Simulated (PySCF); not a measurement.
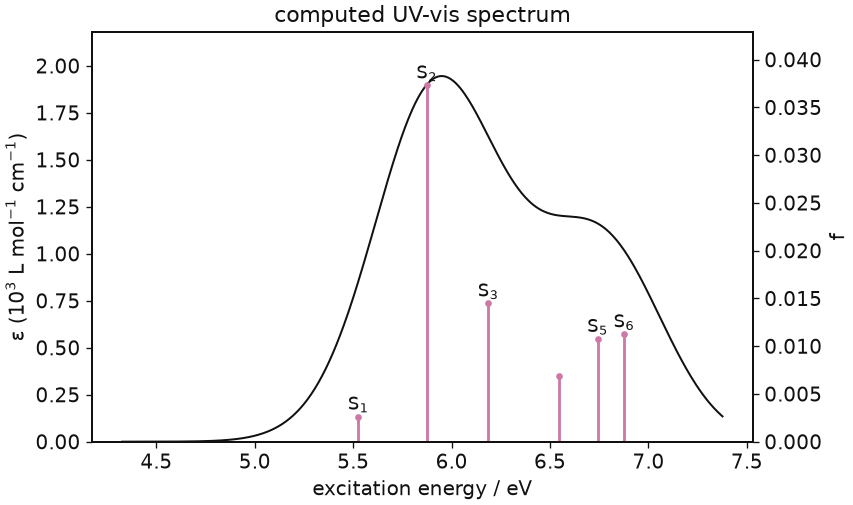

Vertical TDDFT excitations, PBE0/def2-SVPD in PySCF, at a GFN2-xTB geometry (no frequency check), gas phase. Only the first 6 singlet excitations are included; each is broadened by a Gaussian of 1/e half-width 0.40 eV. Sticks give oscillator strengths (right axis).

Whose absorption spectrum is this?
A. C₅H₁₂S (ethyl propyl sulfide), SMILES CCCSCC
B. C₆H₁₀B⁺, SMILES CB(C)c1c[c+]1C
C. C₆H₈, SMILES CC1=CCC=C1

Answer. A. Its lowest singlet lies at 5.53 eV (f = 0.003) and the brightest of those computed is S2 at 5.87 eV (211 nm), f = 0.037, mainly HOMO → LUMO (69 %).

Note: states above the negative HOMO energy depend on the basis; the tight-binding geometry is rougher than a DFT one and adds to the error; one conformer of a flexible molecule; core orbitals are frozen in the response.
